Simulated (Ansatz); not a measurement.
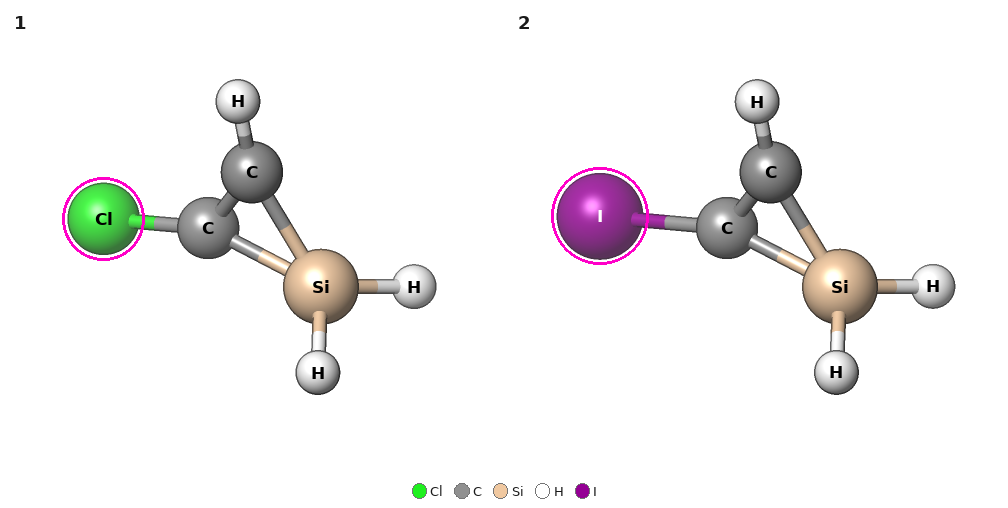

2 molecules with one skeleton, seen from the same side and at one scale; the atom that differs is circled. Each species is neutral and a spin singlet. Computed geometries: PBE0-D4/def2-TZVP optimisations, one conformation each. Properties computed with Ansatz 0.2.0. Elements past Kr carry core potentials.

One atom differs, called X below: Cl in panel 1, I in panel 2. Their formulas are C2H3ClSi (`ClC1=C[SiH2]1`), C2H3ISi (`IC1=C[SiH2]1`).

> In which is the HOMO energy (Kohn–Sham orbital) higher (CAM-B3LYP-D4/def2-TZVPP)?

In panel 2 (X = I).

> In which is the length of X–C larger (PBE0-D4/def2-TZVP)?

In panel 2 (X = I).

Give the values. With PBE0-D4/def2-TZVP: length of X–C (Å), angle X–C–Si (°), dipole moment (D), harmonic zero-point energy (kJ/mol). With CAM-B3LYP-D4/def2-TZVPP: HOMO energy (Kohn–Sham orbital) (eV), HOMO–LUMO gap (eV).

```json
{"quantity": "length of X–C (Å)", "1 (Cl)": "1.700", "2 (I)": "2.062", "2 − 1": "+0.362"}
{"quantity": "angle X–C–Si (°)", "1 (Cl)": "155.1", "2 (I)": "155.4", "2 − 1": "+0.3"}
{"quantity": "dipole moment (D)", "1 (Cl)": "1.27", "2 (I)": "1.26", "2 − 1": "−0.01"}
{"quantity": "harmonic zero-point energy (kJ/mol)", "1 (Cl)": "100.9", "2 (I)": "98.5", "2 − 1": "−2.4"}
{"quantity": "HOMO energy (Kohn–Sham orbital) (eV)", "1 (Cl)": "−9.10", "2 (I)": "−8.46", "2 − 1": "+0.64"}
{"quantity": "HOMO–LUMO gap (eV)", "1 (Cl)": "9.62", "2 (I)": "8.33", "2 − 1": "−1.29"}
```
